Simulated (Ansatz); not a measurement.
# CdSi2: what a guessed cell relaxes into, part 2 of 2

The task: take a trial cell of CdSi2 to zero force and stress.

Ansatz 0.2.0; DFT PBE, scalar-relativistic, plane waves, PAW. Earlier steps stand in the parts before.

## Step 4: Relaxation on the finer mesh

The end of the coarse run is made exact in the group found at a tolerance of 0.06 Å and reduced to its primitive cell.

File input.yaml:

```yaml
crystal:
  lattice:
    - [2.679106917, 0.0, 0.0]
    - [0.0, 2.679106917, 0.0]
    - [0.0, 0.0, 8.0407236578]
  atoms:
    - { symbol: Cd, position: [0.0, 0.0, 0.5] }
    - { symbol: Si, position: [0.0, 0.0, 0.8463496651] }
    - { symbol: Si, position: [0.0, 0.0, 0.1536503349] }
basis:
  ecutwfc: 420
kpoints:
  mp_grid: { grid: [18, 18, 6] }
hamiltonian:
  xc: pbe
scf:
  occupations: { method: gaussian, width: 0.1 }
output:
  forces: true
  stress: true
  eigenvalues: true
  write_density: true
  write_potential: true
  elf: true
  volumetric_format: npy
relax:
  adjacent_minimum: "off"
  f_tol: 0.01
  max_steps: 80
  cell: { stress_tol: 0.05 }
```

The run is started by

```sh
$ ansatz run input.yaml --threads 1 --pin off --max-ram 2048MiB --backend cpu --events-out ev --progress --plain --runs-dir out
```

What it wrote, shortened:

```text
Warning: RAYON_NUM_THREADS=1 ignored (pool sized by the plan → 1); use --threads N
[...]
Pseudopotentials: kind: paw
Pseudopotential: Cd, paw, valence charge 20, recommended cutoff 420 eV (normal), Cd.paw.azcp
Pseudopotential: Si, paw, valence charge 4, recommended cutoff 420 eV (normal), Si.paw.azcp
Functional definition: PBE
[...]
Crystal: 3 atoms, lattice volume = 57.713 Å³
Basis set: ecut = 420 eV, 1135 PW (Γ), exchange–correlation on 36×36×108 points (8 copies of the dense FFT grid, shifted against one another)
Bands: 18, of which v1, the nominal top of the filled ones, is band 14 counted from 1 (13 counted from 0)
Symmetry: 16 space group operations
Space group: P4/mmm (ITA 123), of the structure as read, at distance tolerance 3.9e-5 Å
k-points: 220 of 1944
[...]
SCF iter   1: F=—  HF=-9524.767652 eV  |F-HF|=—  |Δ(HF+E_count)|=         —  Δρ=2.12e-3  dr2=9.63e-3  ethr=1.77e-3  ⟨swp⟩=5.3  Hψ=19261  notcnv=0
[...]
        0.000000      -0.015032       0.000000
        0.000000       0.000000       0.006480
  P = ⅓ Tr σ = -0.0079 GPa (-0.079 kbar)
--- Band table (eV; the first three rows and the last of 220) ---
  k-point 0: bands = ["-93.2214", "-54.2241", "-54.2241", "-54.2235", "-1.8946", "-0.6877", "-0.1646", "0.5482", "1.4678", "1.4678", "1.8280", "2.4328", "8.1273", "8.7684", "16.7119", "16.7119", "17.4663", "17.5996"]
[...]
--- Relaxed structure (4 steps of the walk, 4 accepted, 1 SCFs on fresh bases) ---
  F+E_penalty+E_count = -9524.77823684 eV   max|allowed force component| = 1.015e-3 eV/Å   (the final SCF, on the basis selected at the relaxed cell)
  cell:  # Å, volume = 58.2311 Å³
    - [2.668440031290397, -7.510369693669201e-35, 0.0]
    - [-7.510369693669201e-35, 2.668440031290397, 0.0]
    - [0.0, 0.0, 8.177870323050636]
  atoms:
    - { symbol: Cd, position: [-8.228278331312535e-36, 3.7441152734020776e-37, 0.5] }
    - { symbol: Si, position: [1.3100015821821254e-35, -7.488230546804157e-37, 0.8505412943935842] }
    - { symbol: Si, position: [-4.8717374905087197e-36, 3.7441152734020776e-37, 0.1494587056064158] }
```

Run time: 53 s. Hardware: 1 thread of Arm Neoverse V2, shared host; peak memory 0.47 GiB.

The steps of the relaxation:

```
step  E - E(step 1) (eV/cell)  largest force component (eV/Å)  pressure (GPa)  volume (Å³)
   1                   0.0000                          0.2057            0.05        57.71
   2                  -0.0105                          0.0543           -0.13        58.21
   3                  -0.0109                          0.0022            0.09        58.14
   4                  -0.0109                          0.0010           -0.01        58.23
   5                  -0.0111                          0.0010           -0.01        58.23
```

Step 1 is the start. Step 5 repeats the geometry before it on a plane-wave basis chosen anew for that cell, so its energy need not be comparable with the rows above.

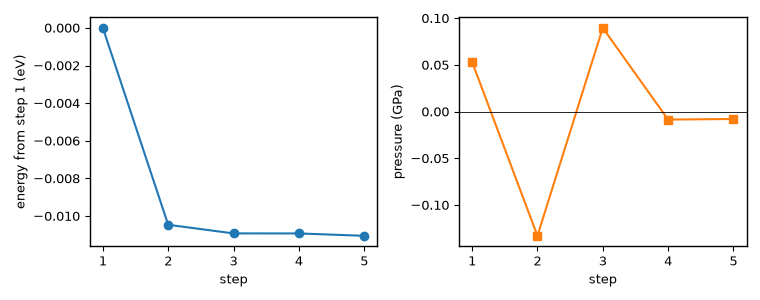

Energy and pressure along the relaxation.

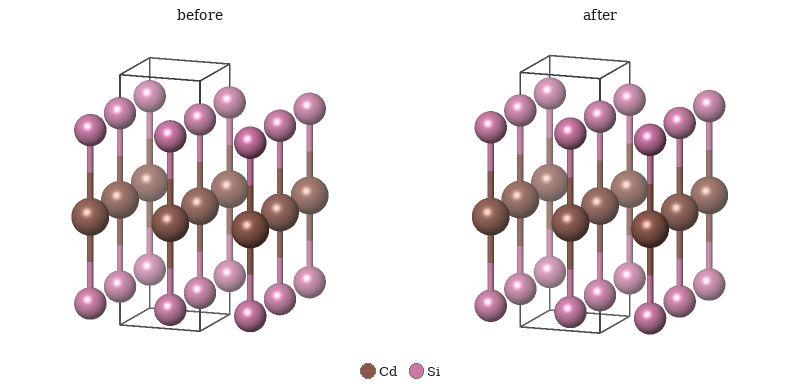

The structure before (left) and after (right) the relaxation, drawn at the same scale.

|  | before | after | change |
| --- | --- | --- | --- |
| a (Å) | 2.679 | 2.668 | -0.4 % |
| b (Å) | 2.679 | 2.668 | -0.4 % |
| c (Å) | 8.041 | 8.178 | +1.7 % |
| volume (Å³/atom) | 19.24 | 19.41 | +0.9 % |
| shortest distance (Å) | 2.471 | 2.445 | -1.1 % |
| space group (0.01 Å) | P4/mmm | P4/mmm | same |

Forces and stress were held to the start's 16 operations: a distortion of lower symmetry was not tested.

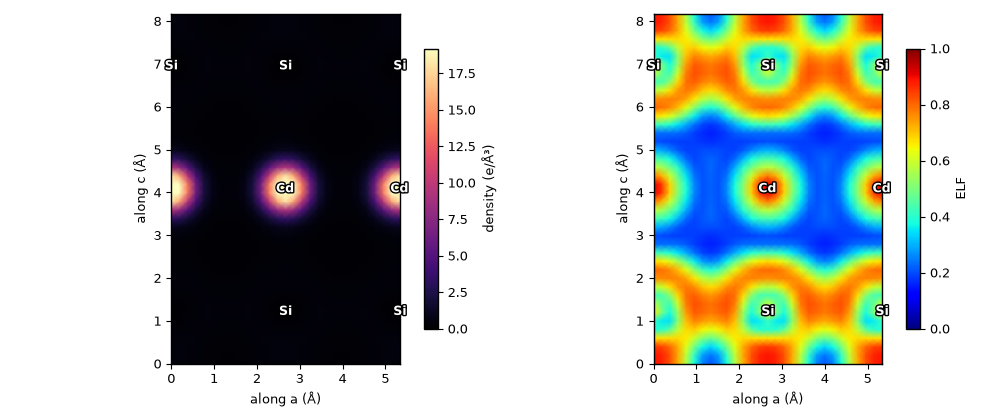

Density (left) and ELF (right) in a lattice plane of the grid's cell (edges 2.67 and 8.18 Å, at 0.000 of the third edge), which holds Cd and Si. Only atoms in the plane are labelled; the density scale stops at 19.20 e/Å³. Both are smooth fields of the valence electrons: close to the nuclei they are not physical.

Outside the cores ELF peaks at 0.89 on the Si–Si line, 1.2 Å from Si; 0.80 on the Si–Cd line, 1.0 Å from Si.

## Step 5: What came out

This closing draws on all 2 parts. Changes of volume or cell count from the first structure of part 1.

| quantity | value |
| --- | --- |
| symmetry at the end (tolerance 0.05 Å) | space group P4/mmm (No. 123) |
| conventional cell | a = 2.668 Å, b = 2.668 Å, c = 8.178 Å, α = 90.00°, β = 90.00°, γ = 90.00° |
| volume | 19.41 Å³/atom |
| energy over the elements | +0.43 eV/atom |
| gap on the mesh | none (metal) |

In words: The space group P4/mmm (No. 123) is kept, and the volume per atom shrinks by 12.5 % from the first guess. With a positive formation energy it can't be a ground state. No finished test with a distortion of lower symmetry is shown, so the end may be a saddle point.
